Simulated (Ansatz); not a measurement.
Ta, pressure series

Consider Ta in the bcc (W type) structure (space group Im-3m, No. 229; a = 3.282 Å).

Cell and atoms are relaxed at each pressure.

Computed with Ansatz (an electronic-structure program), PBEsol, PAW, cutoff 420 eV, no spin-orbit coupling.

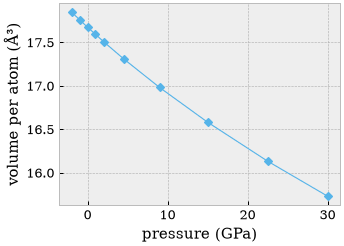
Fig. 1. Volume per atom against pressure

| pressure (GPa) | volume per atom |
|---|---|
| -2 | 17.85 Å³ |
| -1 | 17.76 Å³ |
| 0.9 | 17.60 Å³ |
| 2.1 | 17.50 Å³ |
| 4.5 | 17.31 Å³ |
| 9 | 16.98 Å³ |
| 15 | 16.58 Å³ |
| 22.5 | 16.13 Å³ |
| 30 | 15.73 Å³ |

Load acts through the strain it causes; cell and atoms are relaxed under it. Stability against distortions was not tested. Competing high-pressure phases were not computed. The final runs are not spin-polarised.
